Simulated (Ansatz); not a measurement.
Results of PBE-D3(BJ) in Ansatz (PAW) for cubic perovskite CsPbBr₃ (cubic high-temperature phase).

Run with plane-wave cutoff 520 eV, 6×6×6 k mesh, Fermi–Dirac smearing 0.01 eV, scalar-relativistic PAW data made under PBE.

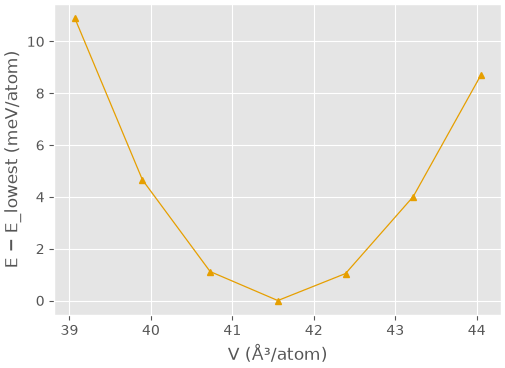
Total energy against volume

Problem. From the curve, estimate the equilibrium volume and the bulk modulus.

Solution. V0 ≈ 41.6 Å³/atom and B0 ≈ 21 GPa; the fit gives V0 = 41.557 Å³/atom, B0 = 20.8 GPa, B′ = 4.7.

Note: the relaxation could not lower the start's symmetry, so the cell can be a saddle point above a distorted one.

Spin–orbit coupling is not included; it can shift volumes and moduli of such heavy elements.

Static lattice: no zero-point or thermal effects.

Ansatz is a program for electronic structure.
